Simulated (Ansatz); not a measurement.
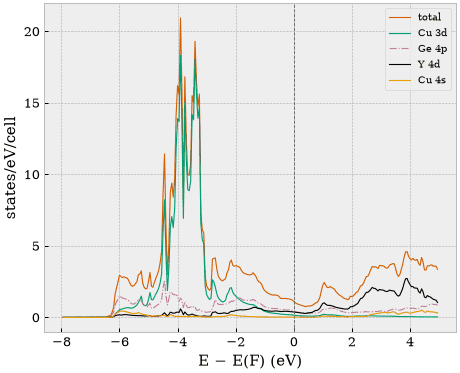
Figure. Total and projected density of states of YCu₂Ge₂ in space group I4/mmm (No. 139; Y on 2a, Cu on 4d, Ge on 4e), the program Ansatz at the r²SCAN level (PAW)

Task: Which orbitals carry the states next to the Fermi level?

Result: Within 0.5 eV of the Fermi level: Ge 4p 40 %, Y 4d 34 %, Cu 3d 15 %, outside the projected shells 6 %. Projections are on Löwdin-orthogonalised atomic valence shells; empty p or d shells of many metals are not among them.

Task: Where is the tallest occupied peak in this window, and what makes it?

Result: Near -3.9 eV, about 21 states/eV per cell; the largest projected share is Cu 3d.

The workflow started from a Materials Project entry (that database holds measured and hypothetical structures alike); the Crystallography Open Database copy checked does not list it. Whether it is the stable phase at ambient conditions was not checked. Symmetry was held in the r²SCAN relaxation; its stability against distortions is not shown here. The run is not spin-polarised. Scalar-relativistic: spin–orbit coupling is off unless named, which matters more the heavier the elements.

Potentials: the earlier of the program's two PAW sets.
